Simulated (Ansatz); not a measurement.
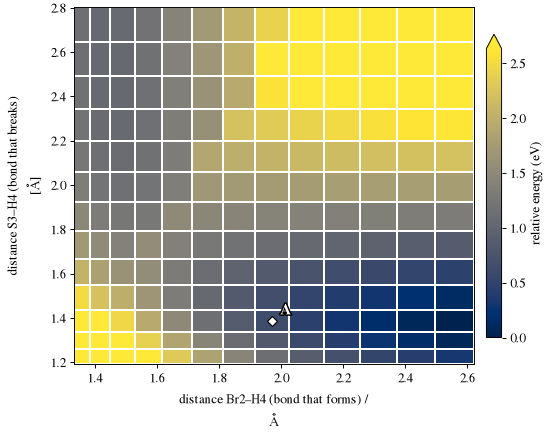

The reacting system CH4BBrS (fragments CH₄BBrS where the first distance is long, CH₃BS + BrH where the second is long). Coordinates scanned: (1) distance Br2–H4 (bond that forms); (2) distance S3–H4 (bond that breaks). Relaxed at each point: all other coordinates. The scan uses a 13 × 13 grid. Points are written as (first, second). Energies: eV, counted from the lowest grid point. Energies and slopes of some neighbouring points disagree (a jump in structure or state, or too coarse a mesh). The reference is spin-restricted, so regions where a bond is pulled apart into radicals lie too high. Method: RKS PBE-D4/def2-SVP (Ansatz).

Drawn: one coloured cell a grid point, one colour for all values above the top of the scale, the point A.

**Is A at rest? If not, where is it pushed?**

A, at (1.971 Å, 1.384 Å), is not a stationary point. The computed force is 1.9 eV for each Å towards larger values of the first coordinate and 0.74 eV for each Å towards larger values of the second coordinate.
